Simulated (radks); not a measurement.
The copper ion Cu⁺; electrons: [Ar] 3d10. The calculation used the in-house radial solver radks at this level: non-relativistic Kohn-Sham, exchange-only LDA, spin-polarised, spherical densities, point nucleus.

Wanted: the number of electrons inside radius r (solid) and the radial density 4πr²ρ (dashed).

The count levels off at 28 electrons. Half of them lie within 0.540 bohr, 90 % within 1.31 bohr and 99 % within 2.61 bohr. The radial density has minima at 0.0793 and 0.380 bohr, where the count stands at 2.1 and 10.9; these part the shells that the density resolves.

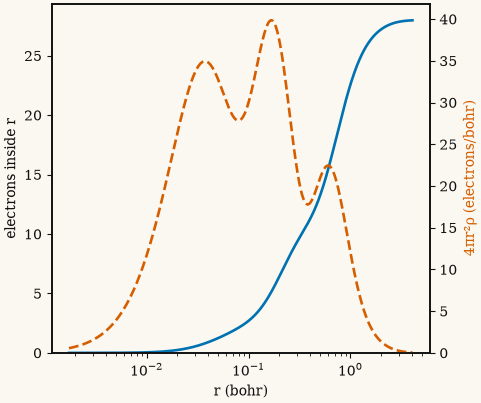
